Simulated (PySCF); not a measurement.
C$_{2}$H$_{12}$Si$_{4}$

The calculation's input:

```
{"job": {"kind": "nmr", "xc": "PBE0", "basis": "pcSseg-1"}, "charge": 0, "multiplicity": 1}
Si     1.387187    -2.104278    -0.228597
Si     0.475766     0.019893     0.107152
Si     2.010067     1.764462    -0.098711
C     -1.062045     0.289493    -1.057312
C     -2.221004     0.006677    -0.082955
Si    -1.342114     0.155853     1.614747
H      2.327344    -2.424303     0.849546
H      0.393121    -3.180375    -0.252087
H      2.142510    -2.223166    -1.480238
H      1.407198     3.097477    -0.027949
H      2.996905     1.687409     0.981268
H      2.766061     1.725917    -1.354131
H     -1.109926    -0.333557    -1.950645
H     -1.108750     1.324132    -1.401629
H     -3.067717     0.673408    -0.240888
H     -2.596055    -1.006800    -0.230494
H     -1.656149     1.427282     2.282483
H     -1.751157    -0.893205     2.558781
```

Launched as:

```sh
OMP_NUM_THREADS=1 python probes_run.py task.json out
```

Geometry: GFN2-xTB.

Theory: PBE0/pcSseg-1, SCF density, gas phase, non-relativistic in PySCF 2.14.0.

Q: What will maps of the electron density and electron localisation function show?

A: Si–Si (2.33 Å): ρ at the midpoint is about 0.63 e/Å³; the ELF peaks at about 1 between the atoms; a shared electron pair.
Si–H (1.46 Å): the density is about 0.8 e/Å³ at the midpoint; the ELF climbs to about 1 towards the hydrogen, as it does in any bond to H.

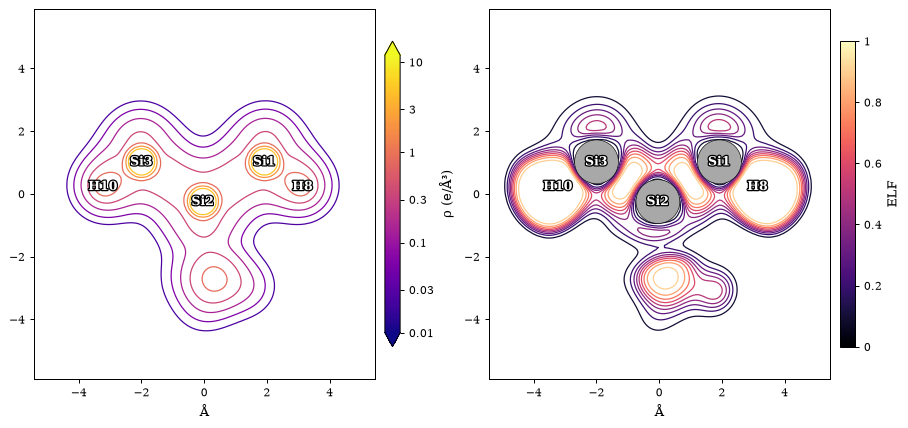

Computed electron density and electron localisation function on the plane of atoms Si1, Si2 and Si3, in this order. Grey discs cover the atomic cores in the ELF map. 
